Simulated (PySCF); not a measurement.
# C6H9NSi: a tour of settings

Which settings matter for C6H9NSi (`N#C[C@]1(C[SiH3])[C@@H]2C[C@@H]21`), and how do bad ones show?

Computed with PySCF 2.14.0, with density-fitted response routines of our own, on a single molecule in the gas phase. Atoms are numbered from 0 throughout.

## Step 1: The starting structure

17 atoms, charge 0, multiplicity 1; geometry from: GFN2-xTB.

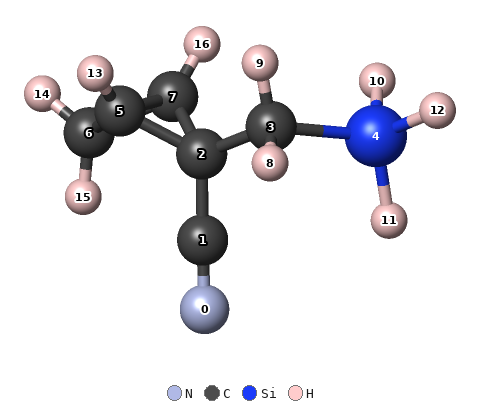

As it starts; nitrogen light blue, carbon dark grey, silicon blue, hydrogen pink, atoms numbered.

## Step 2: Shielding tensors: PBE0/pcSseg-1

Job settings and geometry (Å):

```
{"job": {"kind": "nmr", "xc": "PBE0", "basis": "pcSseg-1"}, "charge": 0, "multiplicity": 1}
N      0.125429    -2.805678    -0.590036
C     -0.056283    -1.692676    -0.390531
C     -0.251148    -0.305419    -0.108772
C      0.964653     0.344852     0.523085
Si     2.440957     0.466802    -0.682441
C     -1.628542     0.161230     0.301288
C     -2.357417    -0.300413    -0.921613
C     -1.108645     0.516054    -1.039854
H      1.253845    -0.229760     1.405960
H      0.682221     1.340038     0.872321
H      2.049150     1.332220    -1.797829
H      2.786043    -0.863423    -1.171961
H      3.557353     1.065379     0.049020
H     -1.943276     0.711107     1.162120
H     -3.294487     0.190911    -1.152153
H     -2.336992    -1.349469    -1.191682
H     -0.889859     1.430272    -1.547903
```

Level: GIAO PBE0/pcSseg-1 NMR shielding, non-relativistic, gas phase.

Command:

```
$ OMP_NUM_THREADS=1 python probes_run.py task.json out
```

This one command runs all jobs of the session in turn.

The program printed:

```text
coarse grid: 14784 points
cycle   1  E = -577.5821830876  dE =  1.263e+00  |g| = 4.565e-01  |ddm| = 3.893e+00
cycle   2  E = -577.4727718254  dE =  1.094e-01  |g| = 8.600e-01  |ddm| = 1.175e+00
cycle   3  E = -577.6301687131  dE = -1.574e-01  |g| = 1.521e-01  |ddm| = 8.169e-01
cycle   4  E = -577.6353370086  dE = -5.168e-03  |g| = 3.834e-02  |ddm| = 1.697e-01
cycle   5  E = -577.6356802397  dE = -3.432e-04  |g| = 8.364e-03  |ddm| = 4.925e-02
cycle   6  E = -577.6356976896  dE = -1.745e-05  |g| = 1.754e-03  |ddm| = 1.228e-02
cycle   7  E = -577.6356983165  dE = -6.269e-07  |g| = 5.847e-04  |ddm| = 2.352e-03
final grid: 138520 points
cycle   8  E = -577.6820342332  dE = -3.604e-05  |g| = 6.955e-03  |ddm| = 4.047e-02
cycle   9  E = -577.6820306534  dE =  3.580e-06  |g| = 7.985e-03  |ddm| = 1.681e-02
cycle  10  E = -577.6820467099  dE = -1.606e-05  |g| = 1.069e-03  |ddm| = 8.721e-03
cycle  11  E = -577.6820469123  dE = -2.025e-07  |g| = 4.860e-04  |ddm| = 1.299e-03
cycle  12  E = -577.6820469597  dE = -4.737e-08  |g| = 1.053e-04  |ddm| = 3.851e-04
cycle  13  E = -577.6820469622  dE = -2.476e-09  |g| = 2.774e-05  |ddm| = 1.306e-04
cycle  14  E = -577.6820469623  dE = -1.677e-10  |g| = 6.869e-06  |ddm| = 2.958e-05
converged SCF energy = -577.6820469623

GIAO shielding tensors (ppm)
atom      isotropic    diamagn.    paramagn.     s11        s22        s33       span
  0 N      -31.189     341.604    -372.793   -214.134   -188.007    308.573    522.707
  1 C       61.390     260.064    -198.674    -58.204    -49.824    292.197    350.401
  2 C      149.960     251.231    -101.272    131.080    137.389    181.409     50.329
  3 C      170.851     247.339     -76.488    148.768    166.092    197.693     48.925
  4 Si     422.844     879.080    -456.236    399.033    408.347    461.153     62.119
  5 C      171.736     247.707     -75.971    123.721    183.880    207.606     83.885
  6 C      160.963     258.356     -97.393    142.211    154.407    186.272     44.062
  7 C      174.680     248.346     -73.667    130.575    184.996    208.467     77.892
  8 H       30.195      30.129       0.067     25.064     28.561     36.960     11.896
  9 H       31.196      31.513      -0.317     25.783     30.749     37.056     11.273
 10 H       27.884      29.021      -1.137     23.804     27.270     32.578      8.774
 11 H       27.406      28.565      -1.160     23.559     26.736     31.922      8.363
 12 H       27.892      28.136      -0.243     24.313     25.262     34.102      9.789
 13 H       29.561      32.040      -2.479     23.226     27.205     38.253     15.027
 14 H       30.417      30.032       0.385     24.658     25.737     40.856     16.198
 15 H       30.528      32.088      -1.560     23.729     29.724     38.130     14.401
 16 H       29.598      32.408      -2.810     22.957     28.015     37.822     14.865
```

Wall time 22 s (1 thread, shared host).

Shifts follow as δ = σ(reference) − σ, with reference shieldings (ppm) from runs at the same level and on the same kind of geometry: ¹H TMS 31.72, ¹³C TMS 186.9, ²⁹Si TMS 349.2, ¹⁵N NH3 267.7. The references are single molecules in the gas phase, so shifts against H2O, NH3, PH3, H3PO4 or CFCl3 are not on the usual liquid scales and can be off by tens of ppm. Atoms listed in one row are averaged.

| atoms | environment | σ (ppm) | δ (ppm) | δ scaled to CDCl3 |
| --- | --- | --- | --- | --- |
| C1 | nitrile carbon | 61.4 | 125.5 | 120.6 |
| C2 | three-membered-ring carbon | 150.0 | 37.0 | 34.2 |
| C6 | three-membered-ring carbon | 161.0 | 26.0 | 23.4 |
| C3 | sp3 CH2 bonded to Si | 170.9 | 16.1 | 13.8 |
| C5, C7 | three-membered-ring carbon | 173.2 | 13.7 | 11.5 |
| H10, H11, H12 | hydrogen on a silicon bonded to C | 27.73 | 3.99 | – |
| H13, H16 | hydrogen on a three-membered-ring carbon | 29.58 | 2.14 | 2.12 |
| H14 | hydrogen on a three-membered-ring carbon | 30.42 | 1.30 | 1.33 |
| H15 | hydrogen on a three-membered-ring carbon | 30.53 | 1.19 | 1.23 |
| H8, H9 | hydrogen on an sp3 CH2 bonded to Si | 30.70 | 1.02 | 1.07 |
| N0 | nitrile nitrogen | -31.2 | 298.9 | – |
| Si4 | silicon bonded to C, 3 H | 422.8 | -73.7 | – |

The scaled column applies a straight-line fit of computed shieldings to shifts measured in CDCl3 (root-mean-square error 0.16 ppm for H, 1.9 ppm for C).

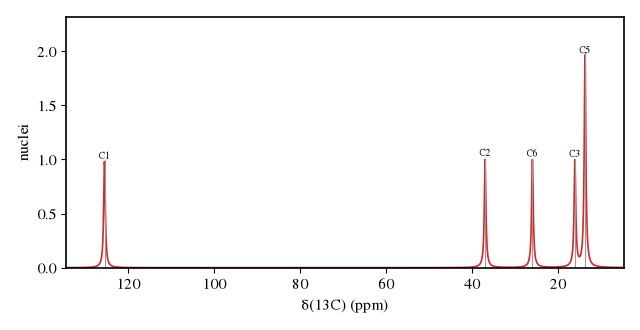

¹³C lines at the computed shifts, without couplings. Lines are broadened to a width of 0.45 ppm (Lorentzian).

The run also stored atomic charges by several schemes (e):

| atoms | Mulliken | IAO | Hirshfeld | ESP fit |
| --- | --- | --- | --- | --- |
| N0 | -0.25 | -0.25 | -0.23 | -0.52 |
| C1 | 0.22 | 0.13 | 0.08 | 0.56 |
| C2 | -0.49 | -0.01 | 0.03 | -0.28 |
| C3 | -0.37 | -0.53 | -0.15 | -0.30 |
| Si4 | 0.52 | 0.61 | 0.32 | 0.38 |
| C5, C7 | -0.02 | -0.14 | -0.04 | -0.07 |
| C6 | -0.14 | -0.27 | -0.07 | -0.44 |

Mulliken charges:

N0 -0.25; C1 0.22; C2 -0.49; C3 -0.37; Si4 0.52; C5 -0.02; C6 -0.14; C7 -0.03; H8 0.17; H9 0.14; H10 -0.09; H11 -0.05; H12 -0.09; H13 0.09; H14 0.13; H15 0.15; H16 0.10

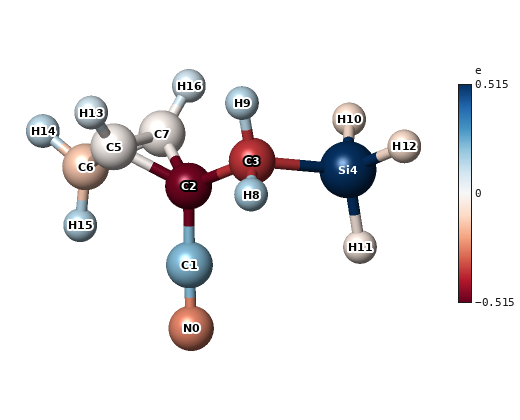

Mulliken charges, as colours on the atoms.

Mayer bond orders: N0–C1 3.05, C1–C2 0.94, C2–C3 1.01, C3–Si4 0.90, C2–C5 0.96, C5–C6 0.97, C6–C7 0.97, C7–C2 0.95, C7–C5 0.77.

Ring of atoms C2, C5, C7: NICS(0) -47.9, NICS(1) -11.3, NICS(1)zz -20.3 ppm (means of both faces; NICS(1) differs between them: -14.5 and -8.1).

In rings of three or four atoms NICS is ruled by the nearby σ bonds, so it says little on aromaticity.

Ring of atoms C5, C6, C7: NICS(0) -45.9, NICS(1) -11.6, NICS(1)zz -24.6 ppm (means of both faces; NICS(1) differs between them: -15.2 and -7.9).

In rings of three or four atoms NICS is ruled by the nearby σ bonds, so it says little on aromaticity.

## Step 3: TDDFT and polarisability: PBE0/def2-SVPD

Same as in step 2 but for these lines:

```diff
@@ -1,2 +1,2 @@
-{"job": {"kind": "nmr", "xc": "PBE0", "basis": "pcSseg-1"}, "charge": 0, "multiplicity": 1}
+{"job": {"kind": "uv", "xc": "PBE0", "basis": "def2-SVPD", "nstates": 6, "ntriplets": 2}, "charge": 0, "multiplicity": 1}
 N      0.125429    -2.805678    -0.590036
```

Level: TDDFT PBE0/def2-SVPD, vertical, gas phase, core orbitals frozen in the response.

The program printed:

```text
coarse grid: 14784 points
cycle   1  E = -577.3171900633  dE =  1.197e+00  |g| = 4.397e-01  |ddm| = 7.471e+00
cycle   2  E = -577.2082845874  dE =  1.089e-01  |g| = 8.433e-01  |ddm| = 2.005e+00
cycle   3  E = -577.3630880225  dE = -1.548e-01  |g| = 1.427e-01  |ddm| = 1.536e+00
cycle   4  E = -577.3677580814  dE = -4.670e-03  |g| = 3.798e-02  |ddm| = 2.768e-01
cycle   5  E = -577.3681097303  dE = -3.516e-04  |g| = 7.526e-03  |ddm| = 8.694e-02
cycle   6  E = -577.3681249599  dE = -1.523e-05  |g| = 1.699e-03  |ddm| = 2.610e-02
cycle   7  E = -577.3681255961  dE = -6.362e-07  |g| = 5.539e-04  |ddm| = 6.778e-03
final grid: 138520 points
cycle   8  E = -577.4439053722  dE = -3.470e-05  |g| = 6.669e-03  |ddm| = 1.768e-01
cycle   9  E = -577.4439019410  dE =  3.431e-06  |g| = 7.666e-03  |ddm| = 3.229e-02
cycle  10  E = -577.4439173349  dE = -1.539e-05  |g| = 8.741e-04  |ddm| = 1.505e-02
cycle  11  E = -577.4439174776  dE = -1.427e-07  |g| = 4.164e-04  |ddm| = 2.255e-03
cycle  12  E = -577.4439175127  dE = -3.516e-08  |g| = 1.011e-04  |ddm| = 6.882e-04
cycle  13  E = -577.4439175151  dE = -2.392e-09  |g| = 2.598e-05  |ddm| = 3.313e-04
cycle  14  E = -577.4439175153  dE = -1.578e-10  |g| = 6.124e-06  |ddm| = 8.389e-05
converged SCF energy = -577.4439175153

Static polarisability (au): isotropic 93.577, principal 79.781 95.135 105.814

Singlet excitations
state   eV       nm        f      main configurations
  1   7.2896    170.1   0.00178   H->L+1 0.28, H-1->L 0.27, H-1->L+2 0.12
  2   7.3674    168.3   0.00624   H->L 0.39, H->L+1 0.19, H-1->L 0.15
  3   7.4514    166.4   0.00415   H->L+1 0.45, H->L 0.29
  4   7.5532    164.1   0.01292   H->L+2 0.52, H->L 0.16, H->L+3 0.14
  5   7.7138    160.7   0.02517   H-1->L 0.50, H-1->L+2 0.24
  6   7.7696    159.6   0.07796   H-1->L+1 0.55, H->L+2 0.20

Triplet excitations (Tamm-Dancoff, eV): 6.1877 6.5985
```

Run time: 34 s. Hardware: 1 thread, shared host.

The orbitals next to the gap, with their largest atomic shares:

| orbital | eV | atoms |
| --- | --- | --- |
| HOMO−3 | -9.52 | N0 37 %, C1 28 %, C3 6 % |
| HOMO−2 | -9.41 | N0 25 %, C1 19 %, C3 11 % |
| HOMO−1 | -8.36 | C2 16 %, N0 15 %, C3 14 % |
| HOMO | -8.16 | C5 30 %, C7 30 %, C6 12 % |
| LUMO | 0.29 | Si4 27 %, C3 13 %, H9 10 % |
| LUMO+1 | 0.56 | N0 24 %, C1 20 %, C2 10 % |
| LUMO+2 | 0.68 | Si4 18 %, H16 12 %, N0 9 % |

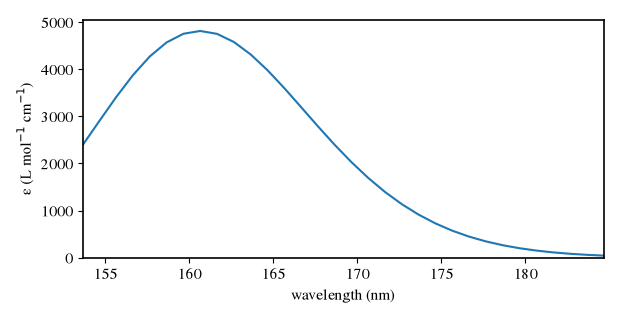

Absorption spectrum: each of the 6 states is a Gaussian band of 0.4 eV half-width at 1/e. Beyond the last state computed it falls off for lack of states.

Ground-state properties from the same run:

| property | computed |
| --- | --- |
| dipole moment (D) | 4.53 |
| polarisability (Å³) | 13.87 |
| HOMO–LUMO gap (eV) | 8.46 |
| −ε(HOMO) (eV) | 8.16 |

## Step 4: Shielding tensors: PBE0/6-31G*

Same as in step 3 but for these lines:

```diff
@@ -1,2 +1,2 @@
-{"job": {"kind": "uv", "xc": "PBE0", "basis": "def2-SVPD", "nstates": 6, "ntriplets": 2}, "charge": 0, "multiplicity": 1}
+{"job": {"kind": "nmr", "xc": "PBE0", "basis": "6-31G*", "pop": false}, "charge": 0, "multiplicity": 1}
 N      0.125429    -2.805678    -0.590036
```

Level: GIAO PBE0/6-31G* NMR shielding, non-relativistic, gas phase.

The program printed:

```text
coarse grid: 14784 points
cycle   1  E = -577.7247098259  dE =  1.277e+00  |g| = 4.593e-01  |ddm| = 4.035e+00
cycle   2  E = -577.6187704333  dE =  1.059e-01  |g| = 8.448e-01  |ddm| = 1.267e+00
cycle   3  E = -577.7741245420  dE = -1.554e-01  |g| = 1.578e-01  |ddm| = 8.613e-01
cycle   4  E = -577.7799714804  dE = -5.847e-03  |g| = 3.609e-02  |ddm| = 1.852e-01
cycle   5  E = -577.7802803062  dE = -3.088e-04  |g| = 8.373e-03  |ddm| = 4.872e-02
cycle   6  E = -577.7802993155  dE = -1.901e-05  |g| = 1.536e-03  |ddm| = 1.224e-02
cycle   7  E = -577.7802997995  dE = -4.839e-07  |g| = 5.875e-04  |ddm| = 2.076e-03
final grid: 138520 points
cycle   8  E = -577.7033393334  dE = -2.921e-05  |g| = 7.239e-03  |ddm| = 2.679e-02
cycle   9  E = -577.7033362453  dE =  3.088e-06  |g| = 8.147e-03  |ddm| = 1.780e-02
cycle  10  E = -577.7033533687  dE = -1.712e-05  |g| = 1.533e-03  |ddm| = 9.647e-03
cycle  11  E = -577.7033538638  dE = -4.950e-07  |g| = 4.033e-04  |ddm| = 1.681e-03
cycle  12  E = -577.7033538982  dE = -3.443e-08  |g| = 8.280e-05  |ddm| = 3.708e-04
cycle  13  E = -577.7033538998  dE = -1.652e-09  |g| = 2.571e-05  |ddm| = 1.111e-04
cycle  14  E = -577.7033539000  dE = -1.503e-10  |g| = 6.961e-06  |ddm| = 2.958e-05
converged SCF energy = -577.7033539000

GIAO shielding tensors (ppm)
atom      isotropic    diamagn.    paramagn.     s11        s22        s33       span
  0 N        8.499     344.870    -336.370   -155.136   -132.033    312.667    467.803
  1 C       85.874     257.843    -171.969    -20.199    -12.917    290.740    310.939
  2 C      162.383     249.825     -87.442    143.573    152.068    191.509     47.936
  3 C      181.465     248.925     -67.460    161.546    178.162    204.687     43.141
  4 Si     457.959     882.056    -424.098    437.392    447.340    489.144     51.752
  5 C      181.793     254.538     -72.744    139.965    193.170    212.245     72.279
  6 C      171.639     258.427     -86.788    153.754    166.494    194.668     40.914
  7 C      184.359     254.029     -69.670    145.896    194.404    212.776     66.880
  8 H       31.028      30.744       0.284     26.110     29.404     37.571     11.462
  9 H       31.891      31.860       0.031     26.487     31.711     37.477     10.991
 10 H       28.295      30.202      -1.907     24.255     27.705     32.926      8.672
 11 H       27.896      29.819      -1.924     24.111     27.170     32.406      8.295
 12 H       28.337      29.168      -0.831     24.820     25.860     34.331      9.511
 13 H       30.321      31.299      -0.979     24.113     28.184     38.666     14.554
 14 H       31.064      29.563       1.500     25.654     26.414     41.123     15.469
 15 H       31.176      31.525      -0.349     24.602     30.293     38.632     14.030
 16 H       30.298      31.635      -1.337     23.707     28.910     38.276     14.569
```

Wall time 13 s (1 thread, shared host).

Key values: δ C1 110.5, C2 34.0, C6 24.7, C3 14.9, H10 4.24, H13 2.10 ppm (means over like atoms).

(Part 1 of 2 ends here.)
